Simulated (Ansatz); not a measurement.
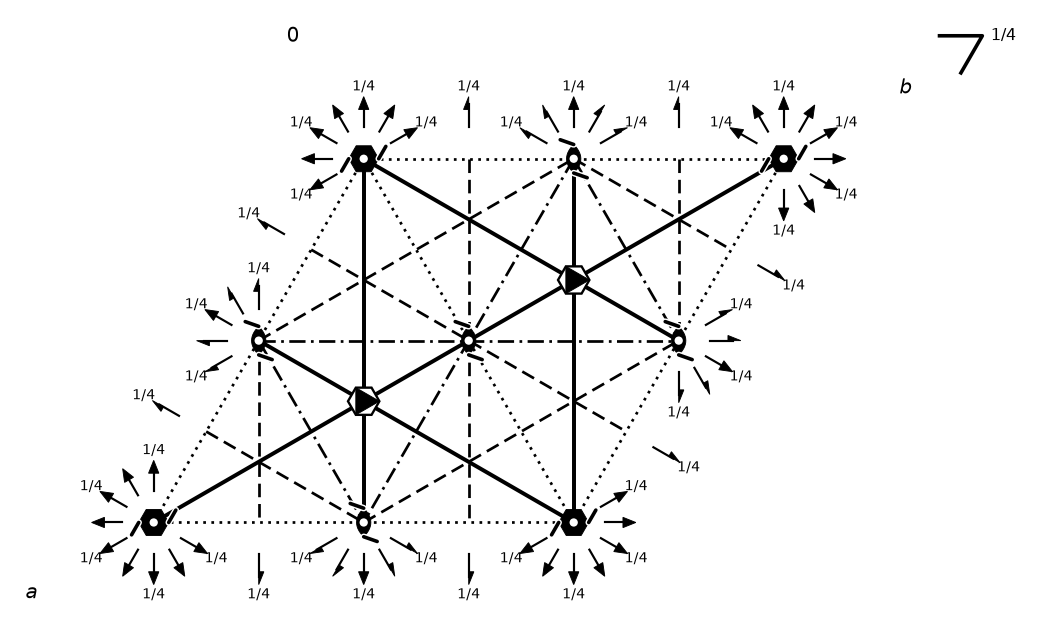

Symmetry elements of a space group, projected down c, computed from the operations of a computed or model structure of composition C.

Symbols follow the International Tables: origin at the upper left, the third axis towards the viewer; heavy, dashed, dotted, dash-dotted and dash-dot-dot lines are mirror, in-plane glide, out-of-plane glide, diagonal (n; with arrows d) and double (e) glide planes seen edge on; arrows at the rim are 2 (full head) and 2₁ (half head) axes in the plane; the corner sign is a plane parallel to the page; fractions are heights. Handed screw axes carry their printed symbol instead of tails.

Question: Which space group is it?

Answer: No. 194, P6₃/mmc; primitive hexagonal, point group 6/mmm, 24 general positions a cell.

Question: List the elements shown.

Answer: −6 axes along c at (1/3, 2/3), (2/3, 1/3); 6₃ axes along c at (0, 0); 2₁ axes along c at (0, 1/2), (1/2, 0), (1/2, 1/2); inversion centres at (0, 0), (0, 1/2), (1/2, 0), (1/2, 1/2); mirror planes holding c and [1 2 0] or [2 1 0] or [−1 1 0]; in-plane glide planes holding c and [1 2 0] or [2 1 0] or [−1 1 0]; c glide planes normal to a*, at x = 0; n glide planes normal to a*, at x = 1/2; c glide planes normal to b*, at y = 0; n glide planes normal to b*, at y = 1/2; c glide planes holding c and [1 1 0]; diagonal glide planes holding c and [1 1 0]; a mirror plane normal to c at height 1/4; 2 axes along [1 1 0] at height 0; 2 axes along [1 2 0] at height 1/4; 2 axes along [2 1 0] at height 1/4; 2 axes along [−1 1 0] at height 1/4; 2 axes along a at height 0; 2 axes along b at height 0; 2₁ axes along [1 1 0] at height 0; 2₁ axes along [1 2 0] at height 1/4; 2₁ axes along [2 1 0] at height 1/4; 2₁ axes along [−1 1 0] at height 1/4; 2₁ axes along a at height 0; 2₁ axes along b at height 0. Heights repeat every half period; positions are (a, b) fractions, modulo 1.
